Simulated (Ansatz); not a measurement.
# C2H4BCl: shift of H5 from B1 to C2, part 1 of 3

How high is the barrier for the shift of H5 from B1 to C2? Relax the two ends, then run a nudged elastic band between them. SMILES of the start: B=CCCl.

Program: Ansatz 0.2.0. Level of theory: RKS PBE0-D4/def2-mTZVP. These are calculated values, not measurements.

## 1. The structure to begin with

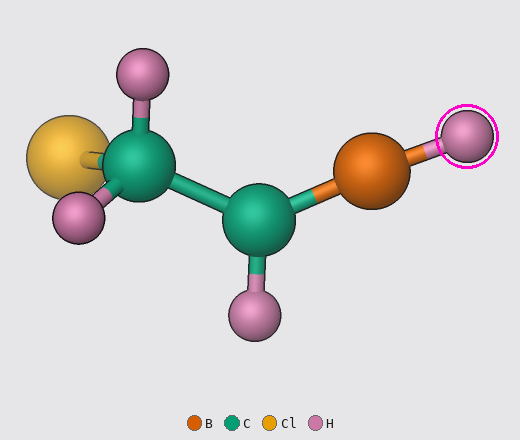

Start, viewed from a chosen angle; boron orange, carbon teal, chlorine amber, hydrogen pink. Ringed: H5.

Structure file:

```xyz
8

B    -0.6143    1.0914   -1.1296
C     0.1486    0.0802   -0.5660
C     0.3087   -0.3756    0.8420
Cl   -0.6003   -1.9188    1.1301
H    -1.2033    1.9237   -1.6514
H     0.7125   -0.5366   -1.2641
H    -0.0975    0.3416    1.5531
H     1.3457   -0.6059    1.0860
```

## 2. End point A

Input file input.yaml:

```yaml
crystal:
  periodic: [false, false, false]
  atoms:
    - { symbol: B, position_ang: [-0.61432, 1.09138, -1.12962] }
    - { symbol: C, position_ang: [0.14857, 0.08024, -0.56599] }
    - { symbol: C, position_ang: [0.3087, -0.37556, 0.84201] }
    - { symbol: Cl, position_ang: [-0.60029, -1.91885, 1.13008] }
    - { symbol: H, position_ang: [-1.20334, 1.92374, -1.65138] }
    - { symbol: H, position_ang: [0.71252, -0.53659, -1.26411] }
    - { symbol: H, position_ang: [-0.09751, 0.34157, 1.55305] }
    - { symbol: H, position_ang: [1.34566, -0.60593, 1.08596] }
basis:
  gaussian: { orbitals: def2-mTZVP }
hamiltonian:
  xc: pbe0
  dispersion: d4
relax:
  f_tol: 0.02
  max_steps: 50
```

On the command line:

```bash
$ ansatz run input.yaml --threads 2 --pin off --max-ram 3072MiB --backend cpu --events-out ev --progress --plain --runs-dir out
```

Log (excerpt; [...] marks lines left out):

```text
Warning: RAYON_NUM_THREADS=2 ignored (pool sized by the plan → 2); use --threads N
[...]
Functional definition: PBE0
[...]
917 factors; integrals over basis functions are off by at most 6.2e-4 eV
[...]
mean field -15329.24906547 eV, -563.3395126177 hartree, gradient 5.9e-5 eV, S^2 0.000000; 0 other end points of the search recorded, 0 dependent functions left out
[...]
reference -15329.24909717 eV, -563.3395137829 hartree; 19, 19 occupied and 72, 72 virtual orbitals, 917 factors
relax step   1: F+E_penalty+E_count = -15329.37655807 eV  Δ(F+E_penalty+E_count) = +0.000e0 eV  max|allowed force component| = 8.220e-1 eV/Å  Δτ_max = 0.0000 Å  (27 SCF iters, accepted)
[...]
Atom 0 at    -0.570792     1.090543    -1.118276 Å, force    -0.005645     0.004151     0.004256 eV/Å
Atom 1 at     0.142257     0.029338    -0.595797 Å, force     0.002078    -0.002160     0.003585 eV/Å
Atom 2 at     0.283626    -0.367794     0.824106 Å, force    -0.002748     0.005282    -0.007304 eV/Å
Atom 3 at    -0.527149    -1.969116     1.179811 Å, force    -0.003499    -0.003891     0.000187 eV/Å
Atom 4 at    -1.157916     1.991589    -1.587860 Å, force     0.002268    -0.002481    -0.000212 eV/Å
Atom 5 at     0.670702    -0.599918    -1.315096 Å, force     0.004368    -0.004226    -0.004406 eV/Å
Atom 6 at    -0.165285     0.345404     1.510497 Å, force     0.003272     0.000294     0.002809 eV/Å
Atom 7 at     1.324548    -0.520045     1.102614 Å, force    -0.000094     0.003032     0.001084 eV/Å
Dipole moment:     0.116966     0.527944    -0.219020 e Å
```

Run time: 9.3 s. Hardware: 2 threads of Intel Xeon 6975P-C (Granite Rapids), shared host; peak memory 0.19 GiB.

Step by step:

```tsv
step	energy from step 1 (eV)	largest force component (eV/Å)
1	0.0000	0.8220
2	-0.0267	0.2358
3	-0.0311	0.0997
4	-0.0319	0.1078
5	-0.0326	0.0638
6	-0.0330	0.0608
7	-0.0332	0.0073
```

Step 1 is the start.

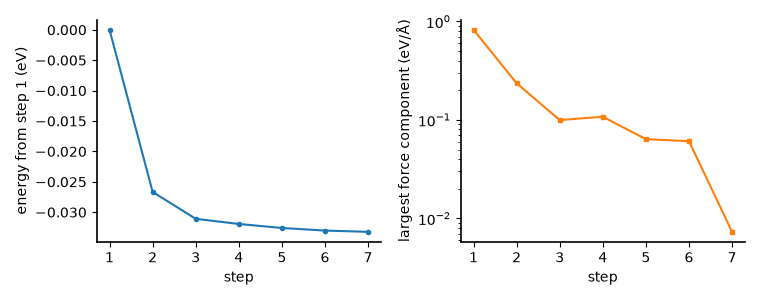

Energy and largest force along the relaxation.

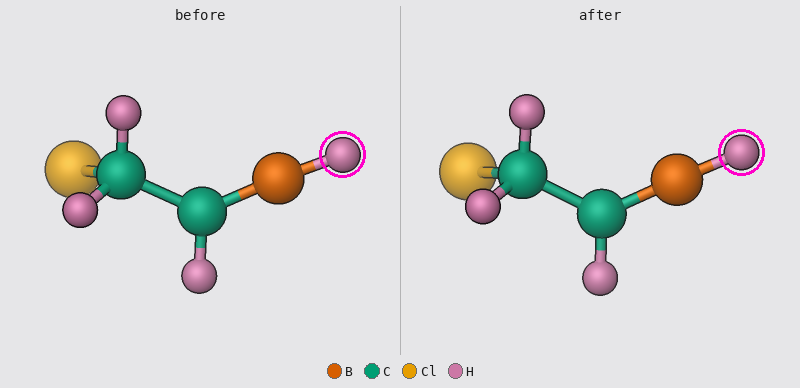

The structure before (left) and after (right), drawn at the same scale.

After: Bond lengths: B1–C2 1.381 Å, C2–C3 1.481 Å, C3–Cl4 1.830 Å, B1–H5 1.174 Å, C2–H6 1.092 Å, C3–H7 1.087 Å, C3–H8 1.088 Å. Angles: B1–C2–C3 128.2°, B1–C2–H6 116.3°, C3–C2–H6 115.5°, C2–B1–H5 178.4°, C2–C3–Cl4 112.3°, C2–C3–H7 113.0°, C2–C3–H8 112.0°, Cl4–C3–H7 105.6°, Cl4–C3–H8 104.6°, H7–C3–H8 109.0°.

## 3. Relaxing end B

The second end starts from a geometry with the move made by hand.

input.yaml, as its differences from that of step 2:

```diff
@@ -7,3 +7,3 @@
     - { symbol: Cl, position_ang: [-0.60029, -1.91885, 1.13008] }
-    - { symbol: H, position_ang: [-1.20334, 1.92374, -1.65138] }
+    - { symbol: H, position_ang: [-0.39127, 0.99082, -0.30615] }
     - { symbol: H, position_ang: [0.71252, -0.53659, -1.26411] }
@@ -19 +19,3 @@
   max_steps: 50
+output:
+  orbitals: {}
```

On the command line:

```bash
$ ansatz run input.yaml --threads 2 --pin off --max-ram 3072MiB --backend cpu --events-out ev --progress --plain --runs-dir out
```

Log:

```text
Warning: RAYON_NUM_THREADS=2 ignored (pool sized by the plan → 2); use --threads N
The last accepted step is kept in <dir> (removed where the run ends without a failure and the disk answers)
Engine: ansatz 0.2.0, x86_64-unknown-linux-gnu
[... 1 set-up line as earlier in the session ...]
  parameter a = 0.25
  parameter kappa = 0.804
  parameter beta = 0.06672455060314922
  exchange = (1 - a)*pbe_x(kappa = kappa, mu = beta*pi^2/3) + a*exact_x
  correlation = pbe_c(beta = beta)
917 factors; integrals over basis functions are off by at most 5.3e-4 eV
mean field evaluation 1: about -15311.0774 eV, gradient 6.0e1 eV
mean field evaluation 2: about -15299.7819 eV, gradient 8.5e1 eV
mean field evaluation 4: about -15320.1895 eV, gradient 9.0e0 eV
mean field evaluation 8: about -15320.5352 eV, gradient 5.2e-1 eV
mean field evaluation 16: about -15320.5362 eV, gradient 3.8e-4 eV
mean field -15320.53620636 eV, -563.0193209513 hartree, gradient 2.2e-5 eV, S^2 0.000000; 0 other end points of the search recorded, 0 dependent functions left out
the calculation of the forces begins
reference -15320.53623499 eV, -563.0193220033 hartree; 19, 19 occupied and 72, 72 virtual orbitals, 917 factors
relax step   1: F+E_penalty+E_count = -15320.66268974 eV  Δ(F+E_penalty+E_count) = +0.000e0 eV  max|allowed force component| = 2.195e1 eV/Å  Δτ_max = 0.0000 Å  (31 SCF iters, accepted)
these checks for a lower state are left out or cut short: starts, cluster_reference, orbital_swaps, neighbouring_geometries, increment
917 factors; integrals over basis functions are off by at most 6.0e-4 eV
mean field -15324.69763491 eV, -563.1722506298 hartree, gradient 1.7e-5 eV, S^2 0.000000; 0 other end points of the search recorded, 0 dependent functions left out
the calculation of the forces begins
reference -15324.69766387 eV, -563.1722516939 hartree; 19, 19 occupied and 72, 72 virtual orbitals, 917 factors
relax step   2: F+E_penalty+E_count = -15324.82283288 eV  Δ(F+E_penalty+E_count) = -4.160e0 eV  max|allowed force component| = 5.167e0 eV/Å  Δτ_max = 0.1964 Å  (36 SCF iters, accepted)
these checks for a lower state are left out or cut short: starts, cluster_reference, orbital_swaps, neighbouring_geometries, increment
917 factors; integrals over basis functions are off by at most 8.2e-4 eV
mean field evaluation 32: about -15326.2937 eV, gradient 2.0e-3 eV
mean field -15326.29369841 eV, -563.2309048817 hartree, gradient 1.7e-5 eV, S^2 0.000000; 0 other end points of the search recorded, 0 dependent functions left out
the calculation of the forces begins
reference -15326.29372759 eV, -563.2309059540 hartree; 19, 19 occupied and 72, 72 virtual orbitals, 917 factors
relax step   3: F+E_penalty+E_count = -15326.41877960 eV  Δ(F+E_penalty+E_count) = -1.596e0 eV  max|allowed force component| = 2.828e0 eV/Å  Δτ_max = 0.1953 Å  (31 SCF iters, accepted)
these checks for a lower state are left out or cut short: starts, cluster_reference, orbital_swaps, neighbouring_geometries, increment
917 factors; integrals over basis functions are off by at most 7.6e-4 eV
mean field -15327.02256742 eV, -563.2576903237 hartree, gradient 1.6e-5 eV, S^2 0.000000; 0 other end points of the search recorded, 0 dependent functions left out
the calculation of the forces begins
reference -15327.02259705 eV, -563.2576914124 hartree; 19, 19 occupied and 72, 72 virtual orbitals, 917 factors
relax step   4: F+E_penalty+E_count = -15327.15156467 eV  Δ(F+E_penalty+E_count) = -7.328e-1 eV  max|allowed force component| = 1.401e0 eV/Å  Δτ_max = 0.1980 Å  (29 SCF iters, accepted)
these checks for a lower state are left out or cut short: starts, cluster_reference, orbital_swaps, neighbouring_geometries, increment
917 factors; integrals over basis functions are off by at most 8.6e-4 eV
mean field -15327.46916046 eV, -563.2741023152 hartree, gradient 1.6e-5 eV, S^2 0.000000; 0 other end points of the search recorded, 0 dependent functions left out
the calculation of the forces begins
reference -15327.46919006 eV, -563.2741034029 hartree; 19, 19 occupied and 72, 72 virtual orbitals, 917 factors
relax step   5: F+E_penalty+E_count = -15327.60253391 eV  Δ(F+E_penalty+E_count) = -4.510e-1 eV  max|allowed force component| = 8.787e-1 eV/Å  Δτ_max = 0.1969 Å  (29 SCF iters, accepted)
these checks for a lower state are left out or cut short: starts, cluster_reference, orbital_swaps, neighbouring_geometries, increment
917 factors; integrals over basis functions are off by at most 8.7e-4 eV
mean field -15327.71785255 eV, -563.2832415810 hartree, gradient 1.7e-5 eV, S^2 0.000000; 0 other end points of the search recorded, 0 dependent functions left out
the calculation of the forces begins
reference -15327.71788233 eV, -563.2832426754 hartree; 19, 19 occupied and 72, 72 virtual orbitals, 917 factors
relax step   6: F+E_penalty+E_count = -15327.85293992 eV  Δ(F+E_penalty+E_count) = -2.504e-1 eV  max|allowed force component| = 7.177e-1 eV/Å  Δτ_max = 0.1958 Å  (30 SCF iters, accepted)
these checks for a lower state are left out or cut short: starts, cluster_reference, orbital_swaps, neighbouring_geometries, increment
917 factors; integrals over basis functions are off by at most 8.4e-4 eV
mean field -15327.78891582 eV, -563.2858531079 hartree, gradient 2.0e-5 eV, S^2 0.000000; 0 other end points of the search recorded, 0 dependent functions left out
the calculation of the forces begins
reference -15327.78894553 eV, -563.2858541996 hartree; 19, 19 occupied and 72, 72 virtual orbitals, 917 factors
relax step   7: F+E_penalty+E_count = -15327.92554751 eV  Δ(F+E_penalty+E_count) = -7.261e-2 eV  max|allowed force component| = 9.377e-1 eV/Å  Δτ_max = 0.1949 Å  (30 SCF iters, accepted)
these checks for a lower state are left out or cut short: starts, cluster_reference, orbital_swaps, neighbouring_geometries, increment
917 factors; integrals over basis functions are off by at most 8.2e-4 eV
mean field evaluation 64: about -15327.6900 eV, gradient 4.5e0 eV
mean field -15327.83587235 eV, -563.2875787287 hartree, gradient 1.2e-5 eV, S^2 0.000000; 0 other end points of the search recorded, 0 dependent functions left out
the calculation of the forces begins
reference -15327.83590183 eV, -563.2875798120 hartree; 19, 19 occupied and 72, 72 virtual orbitals, 917 factors
relax step   8: F+E_penalty+E_count = -15327.97454723 eV  Δ(F+E_penalty+E_count) = -4.900e-2 eV  max|allowed force component| = 5.592e-1 eV/Å  Δτ_max = 0.1068 Å  (30 SCF iters, accepted)
these checks for a lower state are left out or cut short: starts, cluster_reference, orbital_swaps, neighbouring_geometries, increment
917 factors; integrals over basis functions are off by at most 8.2e-4 eV
mean field -15327.84445089 eV, -563.2878939841 hartree, gradient 8.3e-6 eV, S^2 0.000000; 0 other end points of the search recorded, 0 dependent functions left out
the calculation of the forces begins
reference -15327.84448044 eV, -563.2878950699 hartree; 19, 19 occupied and 72, 72 virtual orbitals, 917 factors
relax step   9: F+E_penalty+E_count = -15327.98273871 eV  Δ(F+E_penalty+E_count) = -8.191e-3 eV  max|allowed force component| = 8.060e-2 eV/Å  Δτ_max = 0.0265 Å  (31 SCF iters, accepted)
these checks for a lower state are left out or cut short: starts, cluster_reference, orbital_swaps, neighbouring_geometries, increment
917 factors; integrals over basis functions are off by at most 8.2e-4 eV
mean field -15327.84522578 eV, -563.2879224608 hartree, gradient 1.7e-5 eV, S^2 0.000000; 0 other end points of the search recorded, 0 dependent functions left out
the calculation of the forces begins
reference -15327.84525536 eV, -563.2879235478 hartree; 19, 19 occupied and 72, 72 virtual orbitals, 917 factors
relax step  10: F+E_penalty+E_count = -15327.98339403 eV  Δ(F+E_penalty+E_count) = -6.553e-4 eV  max|allowed force component| = 7.656e-2 eV/Å  Δτ_max = 0.0147 Å  (26 SCF iters, accepted)
these checks for a lower state are left out or cut short: starts, cluster_reference, orbital_swaps, neighbouring_geometries, increment
917 factors; integrals over basis functions are off by at most 8.1e-4 eV
mean field -15327.84590088 eV, -563.2879472701 hartree, gradient 1.3e-5 eV, S^2 0.000000; 0 other end points of the search recorded, 0 dependent functions left out
the calculation of the forces begins
reference -15327.84593044 eV, -563.2879483567 hartree; 19, 19 occupied and 72, 72 virtual orbitals, 917 factors
relax step  11: F+E_penalty+E_count = -15327.98404076 eV  Δ(F+E_penalty+E_count) = -6.467e-4 eV  max|allowed force component| = 2.514e-2 eV/Å  Δτ_max = 0.0138 Å  (25 SCF iters, accepted)
these checks for a lower state are left out or cut short: starts, cluster_reference, orbital_swaps, neighbouring_geometries, increment
917 factors; integrals over basis functions are off by at most 8.1e-4 eV
mean field evaluation 96: about -15327.8463 eV, gradient 8.2e-6 eV
mean field -15327.84631240 eV, -563.2879623933 hartree, gradient 8.2e-6 eV, S^2 0.000000; 0 other end points of the search recorded, 0 dependent functions left out
the calculation of the forces begins
reference -15327.84634194 eV, -563.2879634788 hartree; 19, 19 occupied and 72, 72 virtual orbitals, 917 factors
relax step  12: F+E_penalty+E_count = -15327.98441505 eV  Δ(F+E_penalty+E_count) = -3.743e-4 eV  max|allowed force component| = 1.529e-2 eV/Å  Δτ_max = 0.0235 Å  (31 SCF iters, accepted)
917 factors; integrals over basis functions are off by at most 8.1e-4 eV
mean field -15327.84631240 eV, -563.2879623933 hartree, gradient 8.2e-6 eV, S^2 0.000000; 1 other end points of the search recorded, 0 dependent functions left out
the calculation of the forces begins
reference -15327.84634194 eV, -563.2879634788 hartree; 19, 19 occupied and 72, 72 virtual orbitals, 917 factors
Total energy: -15327.98444458 eV, -563.2930386575 hartree
Atom 0 at    -1.277297     0.593295    -1.012006 Å, force     0.004850     0.005190    -0.002361 eV/Å
Atom 1 at     0.149665     0.259448    -0.501526 Å, force    -0.001292    -0.006014    -0.014908 eV/Å
Atom 2 at     0.219159    -0.363700     0.880654 Å, force     0.000140    -0.000476     0.015294 eV/Å
Atom 3 at    -0.572408    -1.984762     0.893543 Å, force     0.004305     0.004224    -0.003466 eV/Å
Atom 4 at     0.695100     1.219139    -0.501230 Å, force    -0.005059    -0.005477     0.000684 eV/Å
Atom 5 at     0.649046    -0.380386    -1.243683 Å, force    -0.003397     0.004037     0.003798 eV/Å
Atom 6 at    -0.296894     0.241324     1.624103 Å, force     0.001087    -0.001776     0.001805 eV/Å
Atom 7 at     1.245689    -0.517279     1.205374 Å, force    -0.000634     0.000292    -0.000846 eV/Å
Dipole moment:     0.689173     0.214090     0.177686 e Å
```

Wall time 15 s (2 threads of Intel Xeon 6975P-C (Granite Rapids), shared host); peak memory 0.19 GiB.

The steps of the relaxation:

```tsv
step	energy from step 1 (eV)	largest force component (eV/Å)
1	0.0000	21.9465
2	-4.1601	5.1669
3	-5.7561	2.8281
4	-6.4889	1.4006
5	-6.9398	0.8787
6	-7.1903	0.7177
7	-7.2629	0.9377
8	-7.3119	0.5592
9	-7.3200	0.0806
10	-7.3207	0.0766
11	-7.3214	0.0251
12	-7.3217	0.0153
```

Step 1 is the start.

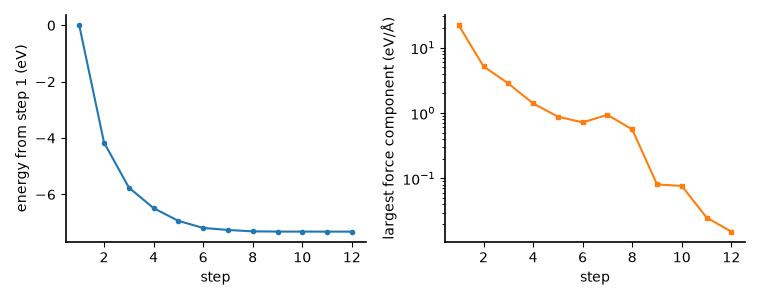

Energy and largest force along the relaxation.

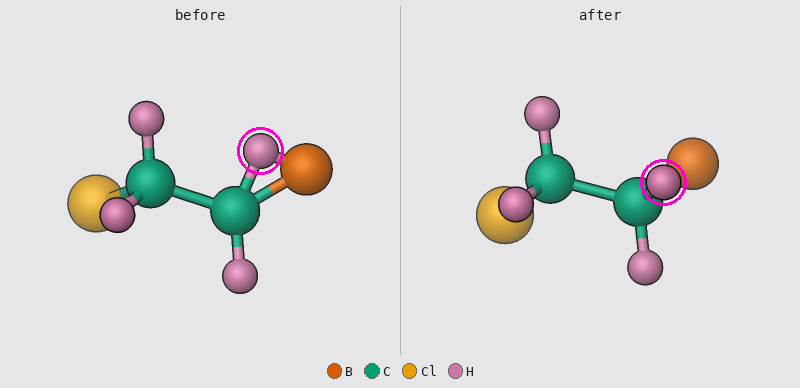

The structure before (left) and after (right), drawn at the same scale.

After: Bond lengths: B1–C2 1.552 Å, C2–C3 1.518 Å, C3–Cl4 1.804 Å, C2–H5 1.104 Å, C2–H6 1.100 Å, C3–H7 1.089 Å, C3–H8 1.088 Å. Angles: B1–C2–C3 115.5°, B1–C2–H5 105.5°, B1–C2–H6 108.7°, C3–C2–H5 109.5°, C3–C2–H6 110.8°, H5–C2–H6 106.4°, C2–C3–Cl4 110.8°, C2–C3–H7 111.8°, C2–C3–H8 111.9°, Cl4–C3–H7 106.7°, Cl4–C3–H8 106.6°, H7–C3–H8 108.8°.

Pairs that crossed the distance rule for bonds on the way: moved apart B1–H5.

## 4. The band

crystal.atoms is end A as relaxed above, and neb.final_atoms is end B, turned to lie on A. With 7 inner images the band has 9 in all. The start path is listed, through a guess of the saddle.

Input file input.yaml:

```yaml
crystal:
  periodic: [false, false, false]
  atoms:
    - { symbol: B, position_ang: [-0.570792, 1.090543, -1.118276] }
    - { symbol: C, position_ang: [0.142257, 0.029338, -0.595797] }
    - { symbol: C, position_ang: [0.283626, -0.367794, 0.824106] }
    - { symbol: Cl, position_ang: [-0.527149, -1.969116, 1.179811] }
    - { symbol: H, position_ang: [-1.157916, 1.991589, -1.58786] }
    - { symbol: H, position_ang: [0.670702, -0.599918, -1.315096] }
    - { symbol: H, position_ang: [-0.165285, 0.345404, 1.510497] }
    - { symbol: H, position_ang: [1.324548, -0.520045, 1.102614] }
basis:
  gaussian: { orbitals: def2-mTZVP }
hamiltonian:
  xc: pbe0
  dispersion: d4
neb:
  order_check: false
  images: 7
  f_tol: 0.05
  max_iterations: 60
  final_atoms:
    - { symbol: B, position_ang: [-1.55265562, 0.43434575, -1.09474159] }
    - { symbol: C, position_ang: [-0.05652105, 0.31198631, -0.70120162] }
    - { symbol: C, position_ang: [0.20886397, -0.16187859, 0.71604474] }
    - { symbol: Cl, position_ang: [-0.37910922, -1.8516165, 0.9476905] }
    - { symbol: H, position_ang: [0.36823129, 1.32161597, -0.83809441] }
    - { symbol: H, position_ang: [0.44812731, -0.33788863, -1.43096771] }
    - { symbol: H, position_ang: [-0.30799834, 0.4518467, 1.4517592] }
    - { symbol: H, position_ang: [1.27105265, -0.16841, 0.94950989] }
  initial_path:
    images:
      - { positions_ang: [[-0.570792, 1.090543, -1.118276], [0.142257, 0.029338, -0.595797], [0.283626, -0.367794, 0.824106], [-0.527149, -1.969116, 1.179811], [-1.157916, 1.991589, -1.58786], [0.670702, -0.599918, -1.315096], [-0.165285, 0.345404, 1.510497], [1.324548, -0.520045, 1.102614]] }
      - { positions_ang: [[-0.61019304, 1.04992017, -1.22679226], [0.1258337, 0.04123167, -0.64958099], [0.25583841, -0.31946255, 0.78136093], [-0.54960704, -1.91370971, 1.15806834], [-0.99460852, 1.78594086, -1.2464893], [0.68845814, -0.59200164, -1.33206108], [-0.2103815, 0.40568769, 1.44133775], [1.29465085, -0.4576055, 1.07415561]] }
      - { positions_ang: [[-0.64959408, 1.00929734, -1.33530852], [0.10941039, 0.05312535, -0.70336498], [0.22805083, -0.2711311, 0.73861586], [-0.57206507, -1.85830341, 1.13632567], [-0.83130104, 1.58029271, -0.9051186], [0.70621427, -0.58408527, -1.34902615], [-0.255478, 0.46597139, 1.37217851], [1.26475369, -0.395166, 1.04569722]] }
      - { positions_ang: [[-0.68899511, 0.96867451, -1.44382478], [0.09298709, 0.06501902, -0.75714897], [0.20026324, -0.22279965, 0.69587079], [-0.59452311, -1.80289712, 1.11458301], [-0.66799356, 1.37464457, -0.5637479], [0.72397041, -0.57616891, -1.36599123], [-0.30057449, 0.52625508, 1.30301926], [1.23485654, -0.3327265, 1.01723882]] }
      - { positions_ang: [[-0.72839615, 0.92805168, -1.55234104], [0.07656379, 0.07691269, -0.81093296], [0.17247565, -0.1744682, 0.65312572], [-0.61698115, -1.74749083, 1.09284034], [-0.50468608, 1.16899643, -0.2223772], [0.74172654, -0.56825255, -1.38295631], [-0.34567099, 0.58653877, 1.23386001], [1.20495938, -0.270287, 0.98878043]] }
      - { positions_ang: [[-0.93446102, 0.8046252, -1.43794118], [0.04329258, 0.1356811, -0.78350013], [0.18157273, -0.1713208, 0.66885547], [-0.55751317, -1.77352225, 1.05655288], [-0.28645673, 1.20715131, -0.3763065], [0.66832673, -0.51066157, -1.39495916], [-0.33625283, 0.55286576, 1.28833481], [1.2214827, -0.24481775, 0.9789628]] }
      - { positions_ang: [[-1.14052589, 0.68119872, -1.32354131], [0.01002137, 0.1944495, -0.75606729], [0.19066981, -0.1681734, 0.68458523], [-0.49804518, -1.79955367, 1.02026542], [-0.06822739, 1.2453062, -0.5302358], [0.59492692, -0.45307059, -1.40696201], [-0.32683467, 0.51919274, 1.34280961], [1.23800602, -0.2193485, 0.96914516]] }
      - { positions_ang: [[-1.34659075, 0.55777223, -1.20914145], [-0.02324984, 0.2532179, -0.72863446], [0.19976689, -0.16502599, 0.70031498], [-0.4385772, -1.82558508, 0.98397796], [0.15000195, 1.28346108, -0.6841651], [0.52152712, -0.39547961, -1.41896486], [-0.3174165, 0.48551972, 1.3972844], [1.25452934, -0.19387925, 0.95932753]] }
      - { positions_ang: [[-1.55265562, 0.43434575, -1.09474159], [-0.05652105, 0.31198631, -0.70120162], [0.20886397, -0.16187859, 0.71604474], [-0.37910922, -1.8516165, 0.9476905], [0.36823129, 1.32161597, -0.83809441], [0.44812731, -0.33788863, -1.43096771], [-0.30799834, 0.4518467, 1.4517592], [1.27105265, -0.16841, 0.94950989]] }
```

On the command line:

```bash
$ ansatz run input.yaml --threads 2 --pin off --max-ram 3072MiB --backend cpu --events-out ev --progress --plain --runs-dir out
```

Log (excerpt; [...] marks lines left out):

```text
Warning: RAYON_NUM_THREADS=2 ignored (pool sized by the plan → 2); use --threads N
[...]
[... 1 set-up line as earlier in the session ...]
[...]
919 factors; integrals over basis functions are off by at most 6.3e-4 eV
[...]
mean field -15329.28278132 eV, -563.3407516523 hartree, gradient 5.6e-5 eV, S^2 0.000000; 0 other end points of the search recorded, 0 dependent functions left out
[...]
reference -15329.28281297 eV, -563.3407528156 hartree; 19, 19 occupied and 72, 72 virtual orbitals, 919 factors
[...]
Atom 4 at     0.060266     1.543527    -1.025369 Å, force    -0.004067    -0.001125     0.002337 eV/Å
Atom 5 at     0.552725    -0.481886    -1.381115 Å, force     0.003139    -0.004378    -0.002961 eV/Å
Atom 6 at    -0.468849     0.355689     1.425401 Å, force    -0.000556     0.000155     0.000070 eV/Å
Atom 7 at     1.191145    -0.160289     1.039714 Å, force     0.000077    -0.000187     0.001194 eV/Å
Dipole moment:     0.592216     0.006485     0.233978 e Å
this run last wrote the band of iteration 16 to <dir>
```

It took 2.2 min on 2 threads of Intel Xeon 6975P-C (Granite Rapids), shared host; peak memory 0.19 GiB.

(Continued in part 2 of 3.)
